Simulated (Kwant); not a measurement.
System: quantum point contact (saddle potential) in a In0.53Ga0.47As two-dimensional gas. Effective mass 0.041 mₑ, grid spacing 3 nm, hard walls, nominal width 60 nm (19 grid rows, so walls 60 nm apart), one parabolic valley, scattering region 180 nm long along x; energies count from the band bottom; Fermi energy swept from 0.0012738 to 0.03718 eV. Potential (V0 + ½k y²) cos²(πx/L) for |x| < L/2, with V0 = 0.014 eV, k = 0.00019 eV/nm², L = 110 nm. Perpendicular field 0.82 T, also in the leads; orbital effect alone.

The device is made up for the run: typed textbook-type constants, with dimensions and the other settings drawn at random.

Kwant, effective-mass tight-binding model on a square grid, one spin, coherent transport at 0 K. Conductance is in e²/h.

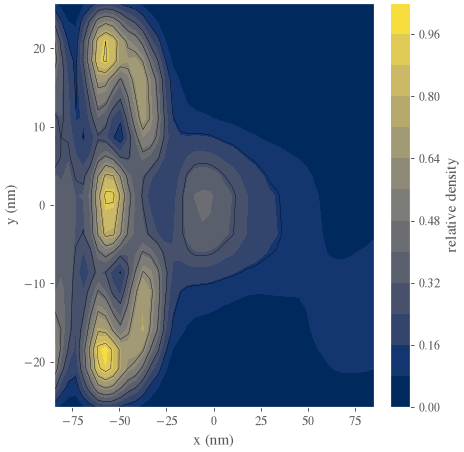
Density of the scattering states that come in from the left lead, at energy = 0.028334 eV, in bins, relative to the largest site value

The conductance there is 0.99 e²/h with 3 open channel(s) in the leads.
